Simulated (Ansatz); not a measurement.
Relaxed TaAs (NbAs type, space group I4_1md):

```yaml
crystal:
  lattice:
    - [-1.73153, 1.73153, 5.86650]
    - [1.73153, -1.73153, 5.86650]
    - [1.73153, 1.73153, -5.86650]
  atoms:
    - { symbol: Ta, position: [0.99912, 0.99912, 0.00000] }
    - { symbol: Ta, position: [0.74912, 0.24912, 0.50000] }
    - { symbol: As, position: [0.41688, 0.41688, 0.00000] }
    - { symbol: As, position: [0.16688, 0.66688, 0.50000] }
```

In this cell atom 2 (Ta, nearest neighbour As at 2.622 Å; its periodic images, 3.5 Å or more away, move with it) is moved by s along Cartesian z, unit vector (0.000, 0.000, 1.000); all other atoms and the cell stay fixed.

All values below come from PBE (plane waves to 420 eV, PAW, scalar-relativistic; Ansatz, a first-principles code). k mesh 15×15×15 (Γ-centred), Fermi-Dirac smearing 0.05 eV. Energies are smeared free energies. With partly filled bands, energies and forces of such displacements shift with the k mesh and the smearing. At this level the bands of TaAs touch or barely overlap. Spin-orbit coupling is left out, though Ta is heavy. TaAs is run without spin polarisation. TaAs was relaxed with its symmetry unable to fall. ΔE is measured from the undisplaced structure.

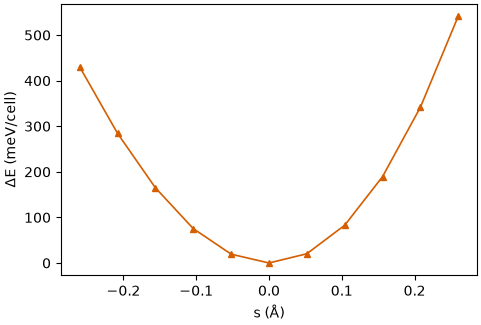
Fig. 1. ΔE (meV/cell) against s (Å); markers are the computed points, lines only join them.

The force constant k = d²E/ds² at s = 0 (finite differences) comes out as 14.7 eV/Å² and the force along the line at s = -0.260 Å comes out as 3.03 eV/Å. Symmetry of the curve: not even: the positive side lies higher at ±0.260 Å. Shape of the curve: a single well with its minimum at or next to zero displacement. Harmonic estimate at the end of the scan: ½ks² = 496 meV/cell against the computed 542 meV/cell, so the well is stiffer than harmonic there.

The forces along the line at the two nearest points give (0.735 − (-0.789)) / (2·0.052) = 14.65 eV/Å²; the next pair corrects for the finite step.

(For displaced atoms, the force is minus the slope of the energy, and its curvature is a force constant, which sets phonon frequencies.)
